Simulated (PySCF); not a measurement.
# Si2H4ClF (SMILES F[SiH]([SiH3])Cl) at HF/def2-TZVP (density fitting with cc-pvtz-jkfit)

Aim: the vertical ionisation energy of Si2H4ClF at HF/def2-TZVP (density fitting with cc-pvtz-jkfit), from 2 runs. 

Program for the calculation: PySCF 2.14.0.

2 further runs of the same task are left out: 2 set aside as unsound or not needed.

### 1 The system as given

Si2H4ClF: 8 atoms, total charge 0, spin state singlet. SMILES: `F[SiH]([SiH3])Cl`. Geometry: relaxed at PBE0-D4/def2-TZVP.

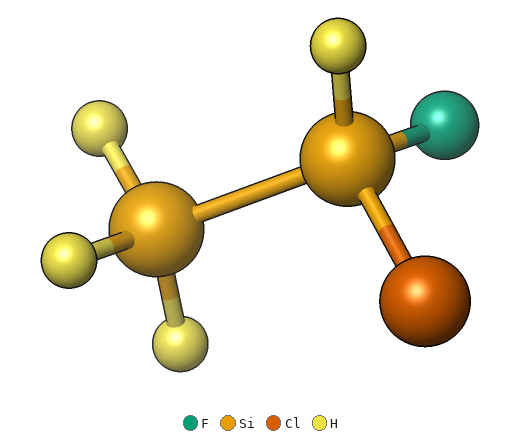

The structure, seen from a chosen angle (fluorine teal, silicon amber, chlorine orange, hydrogen yellow).

### 2 A single-point energy at HF/def2-TZVP (density fitting with cc-pvtz-jkfit)

File input.py:

```python
from pyscf import gto

system = gto.M(
    atom=[
    ('F', (-1.329000, 1.796800, 0.161200)),
    ('Si', (-0.382900, 0.812800, -0.667700)),
    ('Si', (0.539000, -0.793000, 0.761300)),
    ('Cl', (-1.534100, -0.130100, -2.075900)),
    ('H', (0.596600, 1.655400, -1.392300)),
    ('H', (1.355700, -0.131100, 1.812300)),
    ('H', (1.403500, -1.693800, -0.044400)),
    ('H', (-0.556600, -1.574100, 1.389600)),
],
    basis='def2-tzvp',
    spin=0,
    charge=0,
    verbose=3,
    max_memory=1860,
)

calc0 = system.RHF()
calc0 = calc0.density_fit(auxbasis='cc-pvtz-jkfit')
calc0.conv_tol = 1e-10
calc0.kernel()
if not calc0.converged:
    calc0 = calc0.newton().run(calc0.mo_coeff, calc0.mo_occ)

etot = calc0.e_tot
print('E(%s) = %.9f' % ('HF', etot))
```

Run with:

```bash
$ OMP_NUM_THREADS=1 python input.py
```

Log:

```text
converged SCF energy = -1139.32800334244
E(HF) = -1139.328003342
```

It took 3.9 s on 1 thread of Arm Neoverse V2, shared host; peak memory 0.24 GiB.

### 3 The doublet cation

File input.xyz:

```xyz
8
ClFH4Si2
F     -1.329000     1.796800     0.161200
Si    -0.382900     0.812800    -0.667700
Si     0.539000    -0.793000     0.761300
Cl    -1.534100    -0.130100    -2.075900
H      0.596600     1.655400    -1.392300
H      1.355700    -0.131100     1.812300
H      1.403500    -1.693800    -0.044400
H     -0.556600    -1.574100     1.389600
```

File calc.py:

```python
from pyscf import gto, scf

mol = gto.M(
    atom='input.xyz',
    charge=1,
    spin=1,
    basis='def2-tzvp',
    max_memory=1860,
    verbose=3,
)

myscf = scf.UHF(mol)
myscf = myscf.density_fit(auxbasis='cc-pvtz-jkfit')
myscf.conv_tol = 1e-10
myscf.kernel()
if not myscf.converged:
    myscf = myscf.newton().run(myscf.mo_coeff, myscf.mo_occ)

etot = myscf.e_tot
print('E = %.10f Eh' % etot)
```

Run with:

```bash
$ OMP_NUM_THREADS=1 python calc.py
```

Log:

```text
converged SCF energy = -1138.95271463014  <S^2> = 0.76951131  2S+1 = 2.0194171
E = -1138.9527146301 Eh
```

Wall time 11 s (1 thread of Arm Neoverse V2, shared host); peak memory 0.26 GiB.

### 4 Outcome

Level: HF/def2-TZVP (density fitting with cc-pvtz-jkfit).

```
                                          quantity           value
                    singlet Si2H4ClF: total energy  -1139.32800 Eh
                   singlet Si2H4ClF: dipole moment          1.80 D
                     singlet Si2H4ClF: HOMO energy       -11.29 eV
                     singlet Si2H4ClF: LUMO energy         2.67 eV
                   singlet Si2H4ClF: HOMO–LUMO gap        13.96 eV
                      doublet cation: total energy  -1138.95271 Eh
doublet cation: HOMO energy (highest over α and β)       -18.12 eV
 doublet cation: LUMO energy (lowest over α and β)        -9.10 eV
                              doublet cation: ⟨S²⟩           0.770
vertical ionisation energy (to the doublet cation)       10.212 eV
```

**Reading.** The vertical ionisation energy comes to 10.21 eV (235 kcal/mol). The negative HOMO energy of the first species, 11.29 eV, lies 1.08 eV above that difference.
